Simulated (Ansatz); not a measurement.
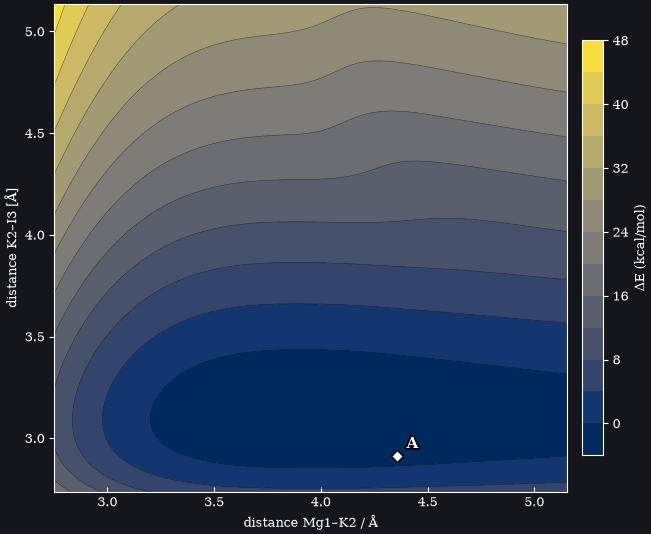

The system Mg + KI. First axis: distance Mg1–K2. Second axis: distance K2–I3. Nothing is relaxed (the angle Mg1–K2–I3 is fixed at 100 degrees). The scan uses a 16 × 16 grid. Energies are in kcal/mol, from Mg far from the relaxed KI (each part in its own basis). These are results of RKS PBE0-D4/def2-SVPD in Ansatz 0.2.0, not measurements.

In the figure: filled contours, the point A. Between grid points the surface is interpolated.

### Is A at rest? If not, where is it pushed?

A, at distance Mg1–K2 = 4.356 Å, distance K2–I3 = 2.911 Å, is not a stationary point. The computed force is 1.4 kcal/mol for each Å towards smaller values of distance Mg1–K2 and 20 kcal/mol for each Å towards larger values of distance K2–I3.
